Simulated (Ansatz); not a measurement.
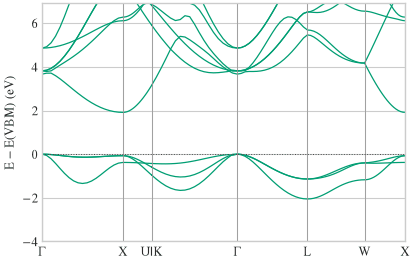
Figure: Band structure from LDA in the plane-wave PAW code Ansatz

**Question.** Read off the gap and where the band edges lie.

**Answer.** About 1.9 eV (1.91 eV by a search for the band edges); maximum at Γ, minimum at X.

The material is BaS (rock salt, Fm-3m).

Symmetry was held in the LDA relaxation; phonons on a q-mesh show no instability. Spin–orbit coupling is left out wherever it is not named.

Potentials: the later of the program's two PAW sets.
